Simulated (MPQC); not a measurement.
# BH3S (SMILES BS), step by step

We compute the energy (singlet BH3S, MP2/STO-3G), then a single-point energy (singlet BH3S, MP2/3-21G), then a single-point energy (triplet BH3S, ZAPT2/3-21G), then a single-point energy (singlet BH3S, MP2/6-31G), then a single-point energy (singlet BH3S, MP2/6-31G*), then a single-point energy (singlet BH3S, MP2/6-31G**), then a single-point energy (singlet BH3S, MP2/6-311G**) of BH3S. 

The calculation is run with MPQC 2.3.1.

9 further runs of the same task are left out: 1 that didn't finish, 8 set aside as unsound or not needed. Runs told in other sessions of the task aren't counted.

### Step 1. The system as given

BH3S has 5 atoms, charge 0, and is taken as a singlet. As SMILES, `BS`. The coordinates come from a PBE0-D4/def2-TZVP relaxation.

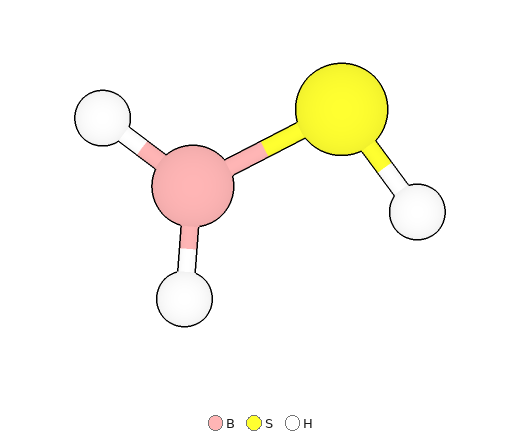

The structure, seen from a chosen angle (boron pink, sulfur yellow, hydrogen white).

### Step 2. The energy at MP2/STO-3G (run 1)

The input, job.in:

```
% BH3S
molecule<Molecule>: (
   symmetry = c1
   unit = bohr
   { atoms geometry } = {
      B  [ -0.74096161    -0.79557470     0.16648487 ]
      S  [ 0.30556871     2.33740224    -0.29158474 ]
      H  [ -2.95345296    -1.05144362     0.49926564 ]
      H  [ 0.69371846    -2.52769766     0.14021768 ]
      H  [ 2.78942473     1.89804092    -0.59261811 ]
   }
)
basis<GaussianBasisSet>: (
   name = "STO-3G"
   molecule = $:molecule
   basisdir = "."
   puream = yes
)
mpqc: (
   checkpoint = no
   savestate = no
   restart = no
   do_energy = yes
   do_gradient = no
   optimize = no
   mole<MBPT2>: (
      molecule = $:molecule
      basis = $:basis
      memory = 1000000000
      method = mp
      nfzc = 6
      reference<CLHF>: (
         molecule = $:molecule
         basis = $:basis
         total_charge = 0
         memory = 1000000000
         print_evals = yes
         maxiter = 70
         value_accuracy = 1e-08
         guess_wavefunction<ExtendedHuckelWfn>: (
            molecule = $:molecule
            total_charge = 0
            multiplicity = 1
            basis<GaussianBasisSet>: (
               name = "STO-3G"
               molecule = $:molecule
            )
         )
      )
   )
)
```

The basis set STO-3G is read from a file made from the Basis Set Exchange's data (not shown).

On the command line:

```
$ mpqc job.in > job.out
```

Standard output, shortened:

```text
MPQC: Massively Parallel Quantum Chemistry
[...]
  CLSCF::init: total charge = 0
[...]
  nbasis = 17
[...]
  iter     1 energy = -367.7267412860 delta = 4.95329e-01
[...]
  LUMO is    13   A =   0.264274
  total scf energy = -419.3000458758
[...]
  MP2 correlation energy [au]:         -0.067863724831
  MP2 energy [au]:                   -419.367909600657
Value of the MolecularEnergy: -419.3679096007
[...]
        symmetry = c1
[...]
```

Wall time 0.18 s (1 thread of Arm Neoverse V2, shared host).

### Step 3. The energy at MP2/3-21G (run 2)

Changes to job.in since step 2:

```diff
@@ -13,3 +13,3 @@
 basis<GaussianBasisSet>: (
-   name = "STO-3G"
+   name = "3-21G"
    molecule = $:molecule
```

The basis set 3-21G is read from a file made from the Basis Set Exchange's data (not shown).

On the command line:

```
$ mpqc job.in > job.out
```

Standard output, shortened:

```text
MPQC: Massively Parallel Quantum Chemistry
[...]
  CLSCF::init: total charge = 0
[...]
  nbasis = 28
[...]
  iter     1 energy = -369.8301367402 delta = 2.57060e-01
[...]
  LUMO is    13   A =   0.087479
  total scf energy = -421.8417987706
[...]
  MP2 correlation energy [au]:         -0.113813286180
  MP2 energy [au]:                   -421.955612056742
Value of the MolecularEnergy: -421.9556120567
[...]
        symmetry = c1
[...]
```

It took 0.4 s on 1 thread of Arm Neoverse V2, shared host.

Runs 3 to 6 aren't shown in full; the table further down has their settings and results.

### Step 4. A single-point energy at MP2/6-311G(d,p) (run 7)

Changes to job.in since step 3:

```diff
@@ -13,3 +13,3 @@
 basis<GaussianBasisSet>: (
-   name = "3-21G"
+   name = "6-311G**"
    molecule = $:molecule
```

The basis set 6-311G** is read from a file made from the Basis Set Exchange's data (not shown).

On the command line:

```
$ mpqc job.in > job.out
```

Standard output, shortened:

```text
MPQC: Massively Parallel Quantum Chemistry
[...]
  CLSCF::init: total charge = 0
[...]
  nbasis = 62
[...]
  iter     1 energy = -370.5634323283 delta = 8.16237e-02
[...]
  LUMO is    13   A =   0.087241
  total scf energy = -423.9857400056
[...]
  MP2 correlation energy [au]:         -0.230781097253
  MP2 energy [au]:                   -424.216521102824
Value of the MolecularEnergy: -424.2165211028
[...]
        symmetry = c1
[...]
```

It took 9.9 s on 1 thread of Arm Neoverse V2, shared host; peak memory 0.35 GiB.

### Step 5. The series

| run | level | partner | energy (Eh) | HOMO energy (eV) | LUMO energy (eV) | HOMO–LUMO gap (eV) | wall time |
| --- | --- | --- | --- | --- | --- | --- | --- |
| 1 | MP2/STO-3G | base | -419.367910 | -8.38 | 7.19 | 15.57 | 0.18 s |
| 2 | MP2/3-21G | base | -421.955612 | -11.26 | 2.38 | 13.64 | 0.4 s |
| 3 | ZAPT2/3-21G | triplet | not converged | – | – | – | 1.9 s |
| 4 | MP2/6-31G | base | -424.010856 | -11.16 | 2.59 | 13.75 | 0.64 s |
| 5 | MP2/6-31G* (spherical functions) | base | -424.146036 | -11.01 | 2.76 | 13.77 | 1.4 s |
| 6 | MP2/6-31G** (spherical functions) | base | -424.171733 | -10.99 | 2.76 | 13.75 | 2.3 s |
| 7 | MP2/6-311G** | base | -424.216521 | -11.04 | 2.37 | 13.41 | 9.9 s |

### Step 6. What came out

```
                                                        quantity          value
                               run 7, MP2/6-311G**: total energy  -424.21652 Eh
        run 7, MP2/6-311G**: HOMO energy (Hartree–Fock orbitals)      -11.04 eV
        run 7, MP2/6-311G**: LUMO energy (Hartree–Fock orbitals)        2.37 eV
      run 7, MP2/6-311G**: HOMO–LUMO gap (Hartree–Fock orbitals)       13.41 eV
run 7, MP2/6-311G**: correlation energy (6 core orbitals frozen)     -230.8 mEh
```

What this shows: In run 1 the basis is minimal, so the values are rough. All runs together took 17 s, the longest 9.9 s. 1 of the 7 runs did not end normally.
